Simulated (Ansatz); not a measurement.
System: H₄O₂Si.

Input

```
crystal:
  periodic: [false, false, false]
  atoms:
    - { symbol: Si, position_ang: [0.103468, -0.016605, 0.18372] }
    - { symbol: H, position_ang: [0.326413, -0.045253, 1.622962] }
    - { symbol: O, position_ang: [1.711214, -0.204063, -0.150806] }
    - { symbol: H, position_ang: [2.224389, -0.759651, 0.457764] }
    - { symbol: H, position_ang: [-0.3523, 1.226636, -0.476255] }
    - { symbol: O, position_ang: [-0.952687, -1.156235, -0.352807] }
    - { symbol: H, position_ang: [-0.978097, -2.012929, 0.109722] }
basis:
  gaussian: { orbitals: def2-mTZVP }
hamiltonian:
  xc: lda
relax:
  f_tol: 0.03
  max_steps: 50
output:
  orbitals: {}
```

Command:

```sh
ansatz run input.yaml --threads 1 --pin off --max-ram 2048MiB --backend cpu --events-out ev --progress --plain --runs-dir out
```

The fields are those of the run's last geometry, not of the input's.

Computed with RKS LDA/def2-mTZVP in Ansatz 0.2.0.

> Predict the electron density and electron localisation function between the atoms.

Si–O (1.65 Å): ρ at the midpoint is about 1.2 e/Å³; the ELF peaks at about 0.90 between the atoms (a shared but strongly polarised pair).

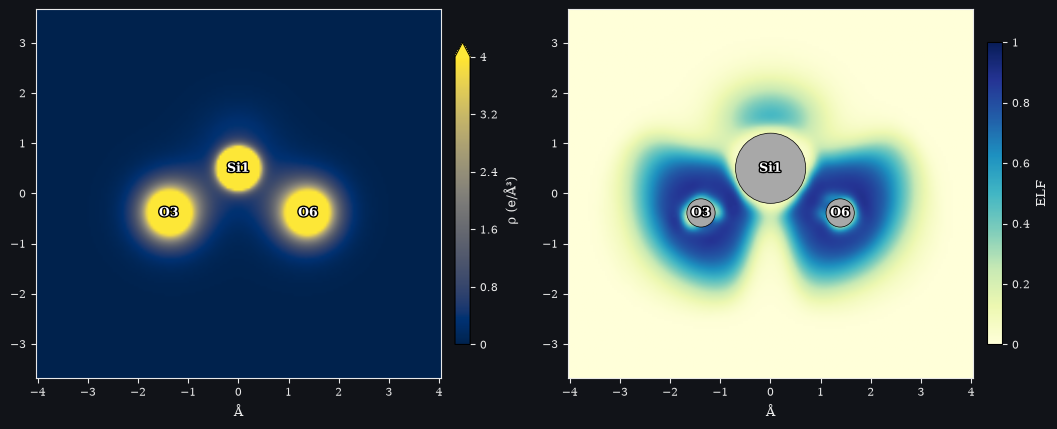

Computed electron density and electron localisation function on the plane of atoms O3, Si1 and O6, in this order. Grey discs cover the atomic cores in the ELF map. 
